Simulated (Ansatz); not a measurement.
Input file:

```
crystal:
  periodic: [false, false, false]
  atoms:
    - symbol: C
      position_ang: [-2.171585, -0.979764, -0.155831]
    - symbol: Ge
      position_ang: [-4.623272, 0.476341, 0.311309]
    - symbol: O
      position_ang: [-3.466496, -0.602199, -0.560290]
    - symbol: H
      position_ang: [-1.447348, -0.660833, -0.917126]
    - symbol: H
      position_ang: [-2.122808, -2.073717, -0.074258]
    - symbol: H
      position_ang: [-1.896310, -0.533963, 0.811850]
    - symbol: H
      position_ang: [-3.632719, 0.753114, 1.561739]
basis:
  gaussian:
    orbitals: def2-TZVPD
hamiltonian:
  xc: pbe0
output:
  forces: true
  orbitals: {seedname: orbitals}
```

Command:

```sh
ansatz run input.yaml --threads 1 --pin off --max-ram 2610MiB --events-out events.jsonl --progress --plain --runs-dir runs
```

Geometry: PBE0-D3(BJ)/pcseg-1.

Method: isolated molecule in a Gaussian basis; Kohn-Sham density functional theory, functional PBE0 in Ansatz.

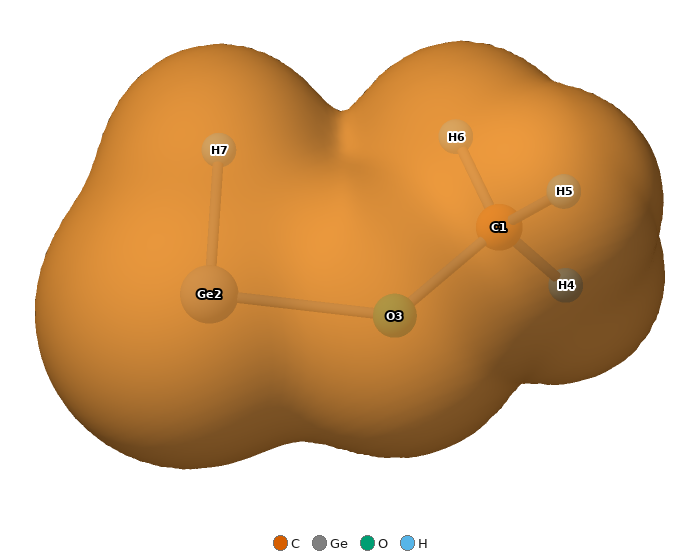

CH4GeO (SMILES C[O][GeH]). Isosurface of the electron density at 0.05 e/Å³ (orange), seen at a tilt.

**Which contacts does the surface bridge?**

At this value the surface is in one piece. It bridges the sampled C–O (1.41 Å), Ge–O (1.81 Å), C–H (1.10 Å) and Ge–H (1.62 Å) contacts, where the density stays above the isovalue. On the grid the lowest density along these lines, outside the cores, is 1.8 e/Å³ (C–O, 1.41 Å), 0.88 e/Å³ (Ge–O, 1.81 Å), 1.9 e/Å³ (C–H, 1.10 Å) and 0.79 e/Å³ (Ge–H, 1.62 Å).
